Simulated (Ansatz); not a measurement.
## What a change does: single-point calculation on CH$_{4}$BrGe

System: CH$_{4}$BrGe, multiplicity 2.
Method of the first run: UKS PBE-D4/def2-SVP (Ansatz 0.2.0).

Text and figures count atoms from 1; the logs count them from 0 in places.

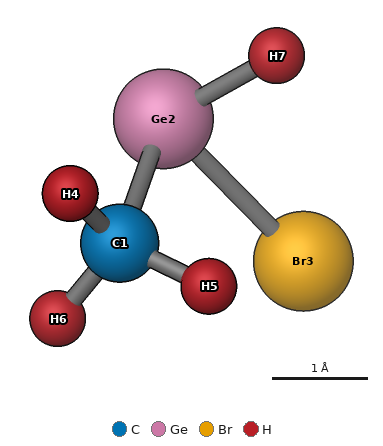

**Figure 1.** The structure as given in the input (ball-and-stick view, seen at a tilt; atoms are numbered from 1 in the order of the input). Sticks mark near contacts. Bond lengths as drawn: Br–Ge 2.35 Å, C–Ge 1.98 Å, C–H 1.11 Å and Ge–H 1.58 Å.

## The input, the first run
```yaml
crystal:
  periodic: [false, false, false]
  atoms:
    - { symbol: C, position_ang: [-0.640366, 0.532381, 0.043685] }
    - { symbol: Ge, position_ang: [0.996087, -0.558843, -0.217366] }
    - { symbol: Br, position_ang: [0.446263, -2.008145, 1.553602] }
    - { symbol: H, position_ang: [-0.541654, 1.481645, -0.51895] }
    - { symbol: H, position_ang: [-0.750173, 0.750409, 1.125254] }
    - { symbol: H, position_ang: [-1.529825, -0.020102, -0.312284] }
    - { symbol: H, position_ang: [1.908473, 0.31054, 0.73121] }
magnetization:
  spin_polarized: true
  initial_magnetization: 1
basis:
  gaussian: { orbitals: def2-SVP }
hamiltonian:
  xc: pbe
  dispersion: d4
output:
  forces: true
```

Launched with:
```bash
ansatz run input.yaml --threads 1 --pin off --max-ram 2560MiB --backend cpu --events-out ev --progress --plain --runs-dir out
```

Hardware: 1 thread of Arm Neoverse V2, 24 GiB of memory available, shared host.

## Output (the first run)
```
Engine: ansatz 0.2.0, aarch64-unknown-linux-gnu
Functional definition: PBE
  parameter kappa = 0.804
  parameter beta = 0.06672455060314922
  exchange = pbe_x(kappa = kappa, mu = beta*pi^2/3)
  correlation = pbe_c(beta = beta)
1086 factors; their error is unknown
mean field evaluation 1: about -127621.7811 eV, gradient 4.0e1 eV
mean field evaluation 2: about -127601.0375 eV, gradient 6.4e1 eV
mean field evaluation 4: about -127629.3932 eV, gradient 6.1e0 eV
mean field evaluation 8: about -127629.5970 eV, gradient 1.4e-1 eV
mean field evaluation 16: about -127629.5014 eV, gradient 2.0e-4 eV
mean field -127629.50140638 eV, -4690.2976663012 hartree, gradient 2.2e-5 eV, S^2 0.751483; 1 other end points of the search recorded, 0 dependent functions left out
the calculation of the forces begins
reference -127629.50143777 eV, -4690.2976674547 hartree; 39, 38 occupied and 59, 60 virtual orbitals, 1086 factors
Total energy: -127629.64841639 eV, -4690.3030688196 hartree
Atom 0 at    -0.640366     0.532381     0.043685 Å, force    -0.538672     0.240094    -0.827814 eV/Å
Atom 1 at     0.996087    -0.558843    -0.217366 Å, force    -0.326708     0.557962     1.345592 eV/Å
Atom 2 at     0.446263    -2.008145     1.553602 Å, force     0.114669    -0.792197     0.051907 eV/Å
Atom 3 at    -0.541654     1.481645    -0.518950 Å, force    -0.096468     0.043708    -0.050519 eV/Å
Atom 4 at    -0.750173     0.750409     1.125254 Å, force     0.207107    -0.133077    -0.069016 eV/Å
Atom 5 at    -1.529825    -0.020102    -0.312284 Å, force    -0.114876     0.107400     0.004941 eV/Å
Atom 6 at     1.908473     0.310540     0.731210 Å, force     0.754948    -0.023891    -0.455091 eV/Å
Dipole moment:    -0.045111     0.299052    -0.313211 e Å
```

The input of the second run differs as follows (lines with − go, lines with + come):
```diff
-    - { symbol: C, position_ang: [-0.640366, 0.532381, 0.043685] }
+    - { symbol: C, position_ang: [-0.677471, 0.489687, -0.408902] }
-    - { symbol: Br, position_ang: [0.446263, -2.008145, 1.553602] }
-    - { symbol: H, position_ang: [-0.541654, 1.481645, -0.51895] }
-    - { symbol: H, position_ang: [-0.750173, 0.750409, 1.125254] }
-    - { symbol: H, position_ang: [-1.529825, -0.020102, -0.312284] }
-    - { symbol: H, position_ang: [1.908473, 0.31054, 0.73121] }
+    - { symbol: Br, position_ang: [0.571807, -2.393162, 1.194855] }
+    - { symbol: H, position_ang: [-0.487773, 1.367812, -1.057219] }
+    - { symbol: H, position_ang: [-0.99676, 0.83128, 0.596461] }
+    - { symbol: H, position_ang: [-1.472797, -0.136516, -0.854339] }
+    - { symbol: H, position_ang: [2.148717, 0.276829, 0.461727] }
```

Predict how the results change.

On the same kind of shared host the second run took about 160 times as long.

## Output (the second run)
```
Engine: ansatz 0.2.0, aarch64-unknown-linux-gnu
Functional definition: PBE
  parameter kappa = 0.804
  parameter beta = 0.06672455060314922
  exchange = pbe_x(kappa = kappa, mu = beta*pi^2/3)
  correlation = pbe_c(beta = beta)
1086 factors; their error is unknown
mean field evaluation 1: about -127622.8329 eV, gradient 3.9e1 eV
mean field evaluation 2: about -127606.3305 eV, gradient 6.1e1 eV
mean field evaluation 4: about -127629.9356 eV, gradient 4.5e0 eV
mean field evaluation 8: about -127629.9434 eV, gradient 1.0e-1 eV
mean field evaluation 16: about -127629.9435 eV, gradient 2.4e-5 eV
mean field -127629.94347208 eV, -4690.3139119162 hartree, gradient 2.4e-5 eV, S^2 0.751230; 0 other end points of the search recorded, 0 dependent functions left out
the calculation of the forces begins
reference -127629.94350539 eV, -4690.3139131401 hartree; 39, 38 occupied and 59, 60 virtual orbitals, 1086 factors
Total energy: -127630.08162402 eV, -4690.3189889062 hartree
Atom 0 at    -0.677471     0.489687    -0.408902 Å, force     0.055298    -0.022996     0.090382 eV/Å
Atom 1 at     0.996087    -0.558843    -0.217366 Å, force     0.035903    -0.034323    -0.118310 eV/Å
Atom 2 at     0.571807    -2.393162     1.194855 Å, force    -0.003259     0.087738    -0.006913 eV/Å
Atom 3 at    -0.487773     1.367812    -1.057219 Å, force     0.015257    -0.005844     0.003933 eV/Å
Atom 4 at    -0.996760     0.831280     0.596461 Å, force    -0.019562     0.013176    -0.004590 eV/Å
Atom 5 at    -1.472797    -0.136516    -0.854339 Å, force     0.013553    -0.013946     0.003994 eV/Å
Atom 6 at     2.148717     0.276829     0.461727 Å, force    -0.097190    -0.023805     0.031505 eV/Å
Dipole moment:    -0.118216     0.395714    -0.211231 e Å
```

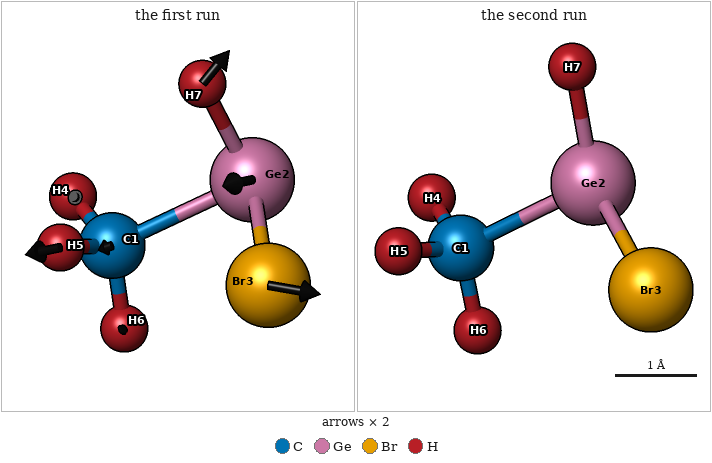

**Figure 2.** The two input geometries at one scale (ball-and-stick view, seen at a tilt). The black arrows on the first give the shifts of the atoms after the best rigid fit, magnified 2 times. Br3 moves most after the best rigid fit: 0.35 Å. By element the largest moves are Br 0.35 Å, Ge 0.30 Å, H 0.27 Å, C 0.10 Å.

## The two runs side by side

| quantity | the first run | the second run |
| --- | --- | --- |
| outcome | converged | converged |
| total energy (hartree) | −4690.303069 | – |
| ⟨S²⟩ | 0.751 | – |
| largest force (eV/Å) | 1.493 | – |
| basis functions | 98 | – |
| wall time (shared host) | 5 s | 13 min |
